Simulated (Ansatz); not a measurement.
Generalised stacking fault of NaCl (rock salt) on the {110} plane. The cell below holds the perfect crystal with the plane normal along z; tilting its third vector by the shift puts one fault into each cell, between planes 2.01 Å apart, at fixed cell height.

```xyz
6
Lattice="4.0273 0.0000 0.0000 0.0000 5.6955 0.0000 2.0137 2.8478 6.0410" Properties=species:S:1:pos:R:3 pbc="T T T"
Cl     1.6781     2.3731     5.0342
Cl     1.6781     2.3731     1.0068
Cl     3.6917     5.2209     3.0205
Na     1.6781     5.2209     5.0342
Na     1.6781     5.2209     1.0068
Na     3.6917     2.3731     3.0205
```

In-plane vectors a = (4.027, 0.000) Å, b = (0.000, 5.696) Å, area 22.94 Å². The shift is x·a + y·b, and the map repeats with period 1 in x and y. The shift is rigid: no atom relaxes. γ = [E(shift) − E(0)] / area.

Computed with PBE (plane waves to 420 eV, PAW, scalar-relativistic; Ansatz, a first-principles code). k mesh 7×7×7 (Γ-centred), Fermi-Dirac smearing 0.05 eV. E is the zero-smearing estimate. Stress and pressure are positive under compression. Points where atoms come too close for the PAW data are left out (x in tables, blank in figures). Faults lie only 6.0 Å apart, and holding the cell height and the atoms raises γ above its relaxed value. NaCl was relaxed with its symmetry unable to fall. The zero of γ is zero shift.

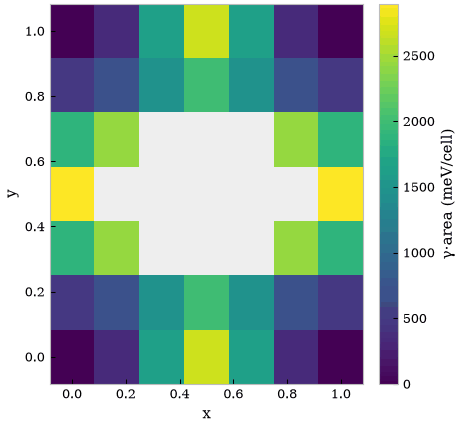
γ·area (meV/cell) over the 6×6 grid of computed points.

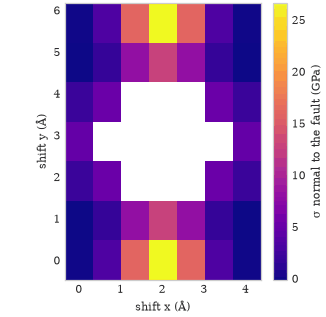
Figure: σ normal to the fault (GPa) over one surface cell, drawn in its true shape from a 6×6 grid (a along the lower edge).

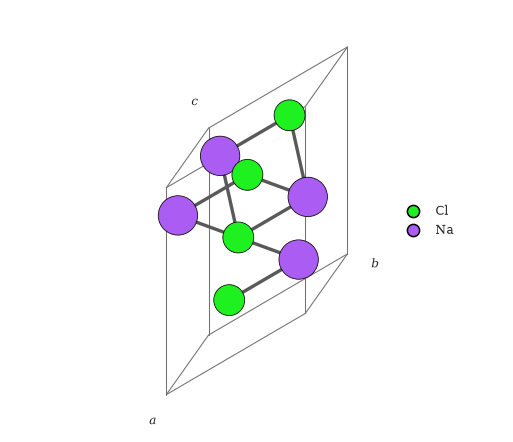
Fig. 1. The cell of the calculation at x = 0.000, y = 0.500.

The highest γ on the easiest grid path from zero shift to a (an upper estimate of the barrier on so coarse a grid) is 1.40 J/m². Lowest place on the grid: x = 0.000, y = 0.000 (0 mJ/m²). Local minima besides zero shift: no grid point is one.

(The slope of γ gives the shear force per area between the displaced halves; near zero shift its curvature is an elastic stiffness.)
